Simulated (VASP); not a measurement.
Band structure of RbBr (rock salt). Computed with r2SCAN meta-GGA, VASP's PBE PAW potentials (set 64) (plane waves; VASP).

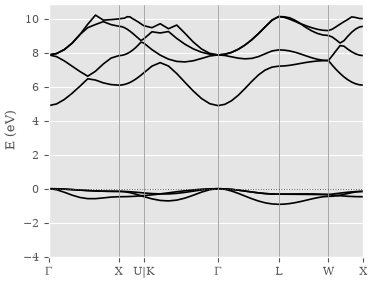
Fig. 1. Bands along high-symmetry lines, zero at the valence-band maximum or, without a gap, the Fermi level

Problem. Read the plot: is there a gap, and where are the band edges?

Solution. The gap is direct, 4.89 eV, from the valence maximum at Γ to the conduction minimum at Γ.

Measured: gap 7.20 eV (computed value off by -2.31 eV), as given by Aguado et al., (1998), arXiv:cond-mat/9809176.

The compound is RbBr in the rock salt structure. It was relaxed first.
